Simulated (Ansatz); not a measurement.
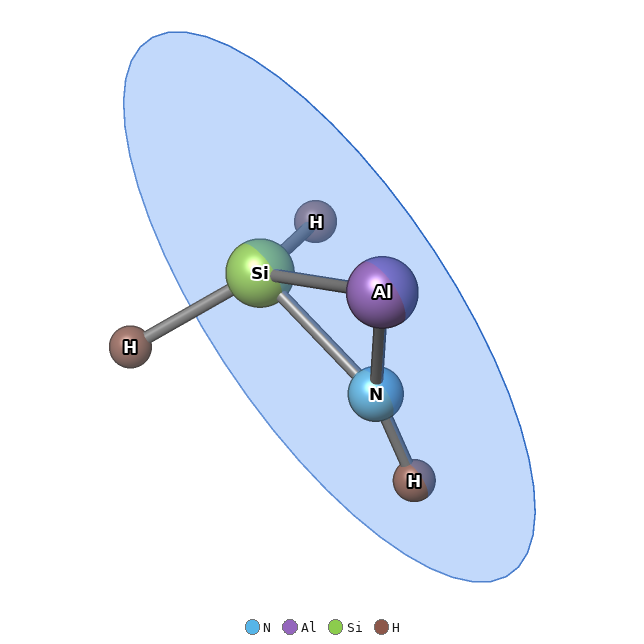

All proper rotation axes (lines) and mirror planes (discs) of the structure are drawn in. Distant atoms are faded towards the background colour. State: charge −1, singlet. The geometry was computed by an optimisation with PBE0-D4/def2-TZVPD. No frequency run is at hand to confirm it as a minimum.

Name the symmetry elements and the point group.

It has 1 mirror plane. Point group Cs. The group has 2 operations. The geometry is achiral, and symmetry allows a dipole moment.
